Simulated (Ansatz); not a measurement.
Molecule (SMILES): BrCl (Cl-Br).
Geometry (B3LYP-D3(BJ)/def2-TZVP, fixed):
```xyz
2

Cl     0.0000     0.0000    -1.4574
Br     0.0000     0.0000     0.7079
```
Charge 0, spin multiplicity 1.

Basis-set convergence of the dipole moment at PBE with Ansatz (an electronic-structure program). Dipoles come from the density behind the forces; the sign is taken along the dipole that this method gives in the largest set. All functions are spherical. The program fits the integrals of some runs and decomposes those of others, by size. No added dispersion term, no relativity. Reference: the value in aug-pcseg-3, 0.464 D, itself unsure by roughly 0.001 D (its mean distance from aug-cc-pV(Q+d)Z, def2-QZVPPD). Deviations are taken from unrounded values.

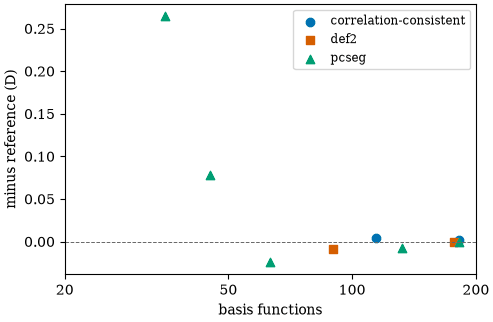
Deviation from the reference against the number of basis functions, by family of sets.

| basis | functions | dipole moment (D) | minus reference (D) |
|---|---|---|---|
| pcseg-0 | 35 | 0.728 | 0.264 |
| pcseg-1 | 45 | 0.542 | 0.079 |
| aug-pcseg-1 | 63 | 0.440 | -0.024 |
| def2-TZVPP | 90 | 0.455 | -0.009 |
| aug-cc-pV(T+d)Z | 114 | 0.468 | 0.004 |
| pcseg-3 | 132 | 0.457 | -0.007 |
| def2-QZVPPD | 177 | 0.463 | 0.000 |
| aug-cc-pV(Q+d)Z | 182 | 0.466 | 0.002 |
| aug-pcseg-3 | 182 | 0.464 | 0.000 |
